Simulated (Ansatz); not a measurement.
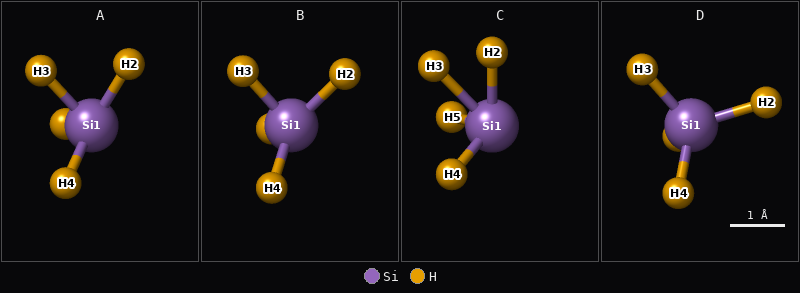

4 geometries from a converged minimum-energy path of SiH4, shuffled. Style: ball-and-stick. Shown from a free direction.

Theory: RKS B3LYP-D4/def2-SVP (Ansatz). Run with 5 movable images; climbing image; force threshold 0.05 eV/Å; iteration limit 60; starting path through a guess of the saddle point.

**Which frame is the top of the path?**

C. In order along the path, whose images run from 0 to 6: D (image 0, 0.0 kcal/mol), B (image 2, +16.2 kcal/mol), A (image 3, +34.6 kcal/mol), C (image 5, +58.2 kcal/mol). Forming: H2–H3 (2.43 → 1.13 at the top → 0.82 Å).

The run took 48 s on 1 thread of AMD EPYC 7R43 64-Core Processor (Zen 3), on a shared host, peak memory 0.1 GiB.
